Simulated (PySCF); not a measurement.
MgCd (charge +1, doublet)

```xyz
2

Mg    0.0000    0.0000   -2.4377
Cd    0.0000    0.0000    0.5133
```

Core potentials replace the inner electrons of Cd.

Computed with PBE0/def2-SVPD, non-relativistic Hamiltonian with scalar-relativistic core potentials where named, at a bond length of 2.951 Å (PySCF).

**What will maps of the electron density, electron localisation function and spin density show?**

Mg–Cd (2.95 Å): the density is about 0.17 e/Å³ at the midpoint, with its minimum of 0.14 e/Å³ about 1.1 Å from Mg; the ELF peaks at about 0.60 between the atoms.
The unpaired spin (1 electron) lies mostly on Mg1 (about 0.7) and Cd2 (about 0.3), in electrons by Hirshfeld's partition.

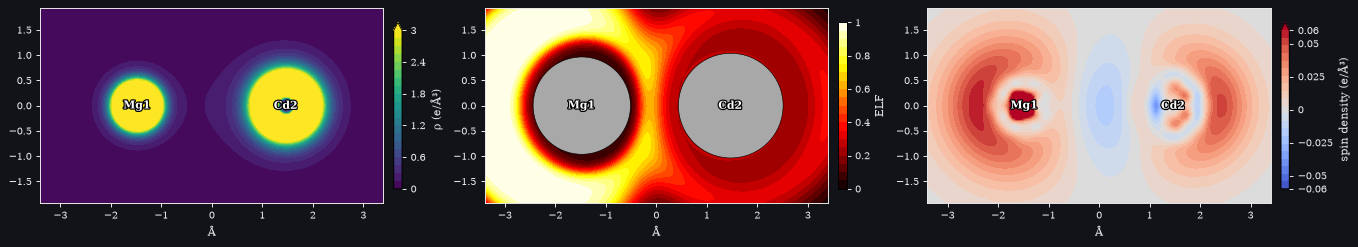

Computed electron density, electron localisation function and spin density on a plane that holds the molecular axis, in this order. Grey discs cover the atomic cores in the ELF map. 
